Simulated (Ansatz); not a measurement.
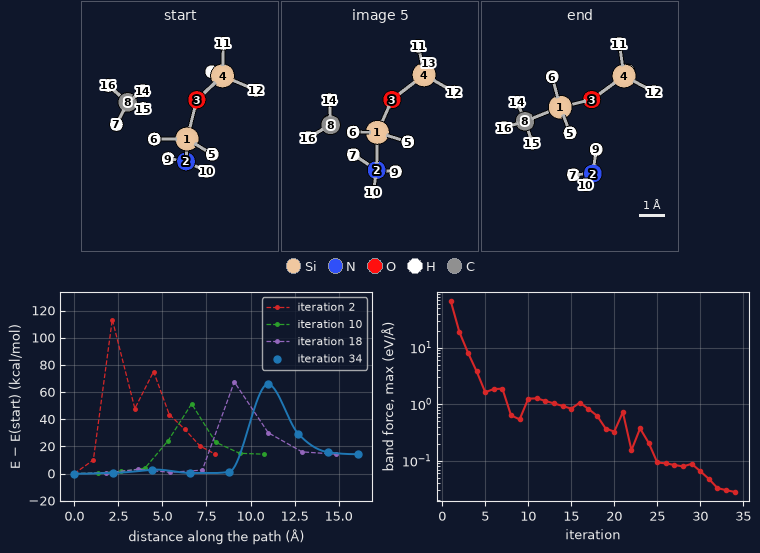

NEB run on CH11NOSi2, made up at the start of Si₂NH₇O and CH$_{4}$. Images are numbered from 0 (start) to 8 (end). The plot follows the band through its iterations. Style: ball-and-stick. Shown at a tilt.

Level of theory: RKS B3LYP-D4/def2-SVP (Ansatz 0.2.0). Run with 7 movable images; climbing image; force threshold 0.03 eV/Å; iteration limit 60; starting path through a guess of the saddle point.

**Did the band converge, and can the barrier be trusted?**

The run is converged, with reservations. The band converged in 34 iterations. The largest component of the band force went from 66 to 0.028 eV/Å. The climbing image converged on the top of the path. Its vibrational analysis gives one imaginary mode (1317i cm⁻¹), as a transition state must have. The first iteration put the highest image at 402.9 kcal/mol. The energy climbs by 65.8 kcal/mol to image 5 and then falls by 51.5 kcal/mol, so the end point sits at +14.3 kcal/mol.

Limits of the set-up: the start holds two separate molecules, 2.5 Å apart at their closest, whose relative position is a soft coordinate.
